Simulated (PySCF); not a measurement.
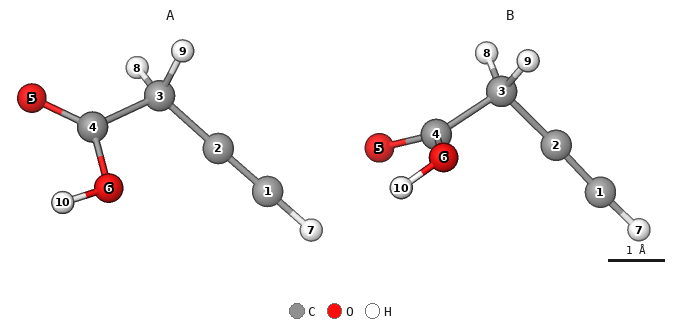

Two geometries of C$_{4}$H$_{4}$O$_{2}$, drawn at one scale. One is the start of a relaxation, the other its converged end. Style: ball-and-stick. Shown at a tilt.

These are results of PBE0-D3(BJ)/def2-SVP geometry optimisation, gas phase in PySCF 2.14.0, density-fitted response routines, not measurements. 

Which geometry has the lower energy?

Answer. Structure A is the relaxed one. The start comes from GFN2-xTB. Its atoms were then displaced at random by about 0.01 Å. The largest move after the best rigid fit is that of O5, 1.18 Å. Largest moves by element: O 1.18 Å, H 0.39 Å, C 0.22 Å. Some distances before and after: C1–H7 1.026 → 1.074 Å, C3–C4 1.470 → 1.517 Å, C4–O6 1.355 → 1.332 Å, C1–C2 1.230 → 1.210 Å. Bond angles that change, for instance: C2–C3–C4 107.1° → 116.8°, C4–O6–H10 112.3° → 106.5°, H8–C3–H9 111.1° → 105.9°. Groups turn about C3–C4 by about 60°. After 23 geometry steps the energy has fallen by 23.1 kJ/mol.
